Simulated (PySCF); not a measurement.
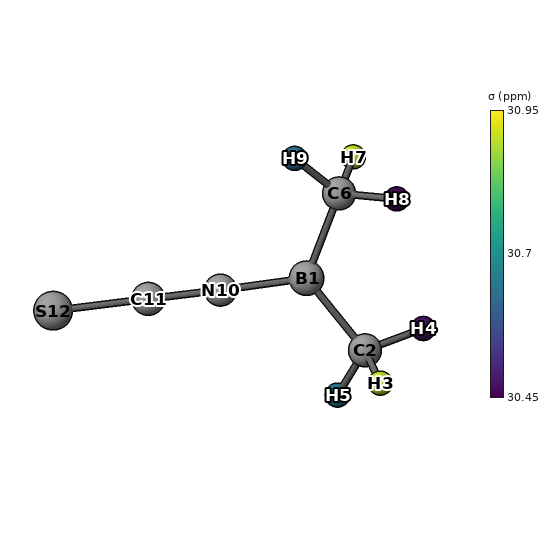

Atoms are coloured by their isotropic NMR shieldings (H only, the others grey). The geometry was computed by an optimisation with PBE0-D3(BJ)/def2-SVP. No frequency run is at hand to confirm it as a minimum. Properties computed with GIAO B3LYP/pcSseg-1 NMR shielding, non-relativistic, gas phase (PySCF 2.14.0).

Which H atom is the most shielded (lowest chemical shift)?

Answer. H3, H7 (30.90 ppm).

Which H atom is the least shielded (highest chemical shift)?

Answer. H4, H8 (30.46 to 30.48 ppm).

How wide is the range of H shifts?

Answer. 0.44 ppm.

List the isotropic NMR shieldings of the H atoms.

| atom | σ (ppm) |
| --- | --- |
| H3 | 30.90 |
| H4 | 30.48 |
| H5 | 30.66 |
| H7 | 30.90 |
| H8 | 30.46 |
| H9 | 30.64 |
